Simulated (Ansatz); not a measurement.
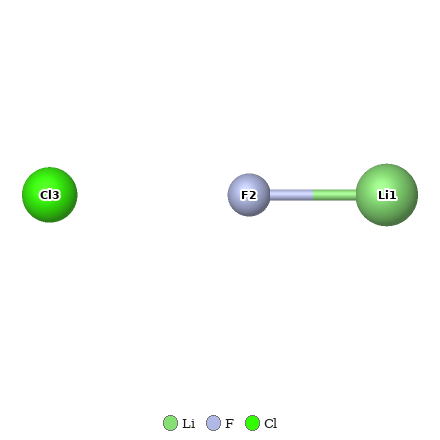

The system is Li + FCl, spin multiplicity 2; the picture shows the reference structure. First axis: distance Li1–F2. Second axis: distance F2–Cl3. Nothing is relaxed (the angle Li1–F2–Cl3 is fixed at 180 degrees). The scan uses an 11 × 11 grid. Points are written as (first, second). Energies are in kJ/mol, from Li far from the relaxed FCl (each part in its own basis). The calculation used Ansatz 0.2.0, UKS PBE-D4/def2-SVPD.

Its coordinates:

```xyz
3

Li   -1.6040    0.0000    0.0000
F     0.0000    0.0000    0.0000
Cl    2.3260    0.0000    0.0000
```

Range: distance Li1–F2 from 1.504 to 3.504 Å; distance F2–Cl3 from 1.296 to 3.296 Å.

**What landscape does the calculation give?**

The lowest grid point is at (1.604 Å, 2.326 Å), −367 kJ/mol from Li far from the relaxed FCl (each part in its own basis). No other kind of well shows on this grid. The highest grid point, (1.504 Å, 1.296 Å), lies 823 kJ/mol above the lowest.

```
distance F2–Cl3 ↓, distance Li1–F2 →  1.504  1.604  1.751  1.922  2.112  2.316  2.534  2.762  3.000  3.248  3.504
                               3.296   −330   −337   −325   −295   −256   −214   −173   −135   −102    −72    −45
                               3.040   −337   −344   −333   −303   −264   −223   −182   −145   −111    −81    −55
                               2.792   −347   −354   −342   −314   −275   −234   −194   −157   −123    −93    −67
                               2.554   −356   −363   −352   −324   −286   −246   −206   −169   −136   −106    −80
                               2.326   −359   −367   −357   −330   −292   −253   −214   −178   −145   −117    −93
                               2.108   −345   −353   −344   −318   −282   −244   −207   −173   −144   −120   −101
                               1.904   −291   −301   −294   −271   −239   −206   −176   −149   −127   −109    −95
                               1.714   −173   −187   −188   −174   −155   −134   −116    −99    −85    −73    −64
                               1.543     −3    −26    −38    −38    −30    −22    −14     −7      0      5      9
                               1.396    213    186    166    159    159    159    159    160    161    162    163
                               1.296    456    427    406    396    392    389    386    385    384    383    383
```

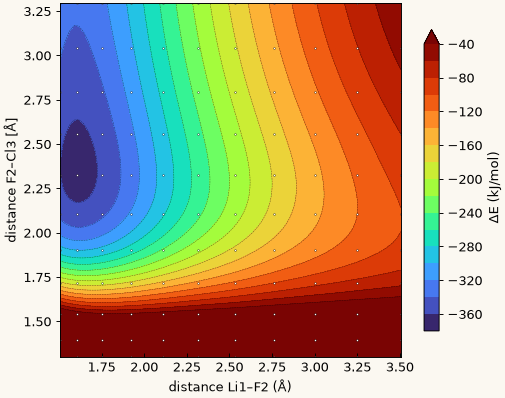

In the figure: filled contours, dots at the grid points, one colour for all values above the top of the scale. Between grid points the surface is interpolated.

Each point was launched as `ansatz run input.yaml --threads 1 --pin off --max-ram 2560MiB --backend cpu --events-out ev --progress --plain --runs-dir out`. Time for the 121 points that were run: 13 min on 1 thread of Arm Neoverse V1, with other jobs on the host.
